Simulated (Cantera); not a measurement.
Charge: 1 mol Si₃N₄, 22 mol H₂O, 34 mol H₂, equilibrated at 133 Pa.

Equilibrium computed with Cantera from the NASA thermochemical tables; the gas is ideal and each condensed phase is pure. Candidate condensed phases: H₂O, Si, SiO₂, Si₂N₂O, Si₃N₄; 35 gas species. The tables hold silica as quartz up to 1696 K and as liquid above; real silica turns to tridymite and cristobalite and melts near 1996 K. Kinetics and transport are ignored.

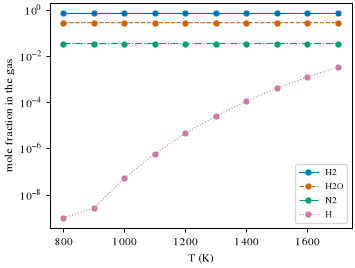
Fig. 1. Equilibrium gas composition (values under 1e-9 drawn at 1e-9)

### Question
Read off the mole fractions at 1400 K.

### Answer
H₂ about 0.69, H₂O about 0.28, N₂ about 0.034, H about 0.00011.
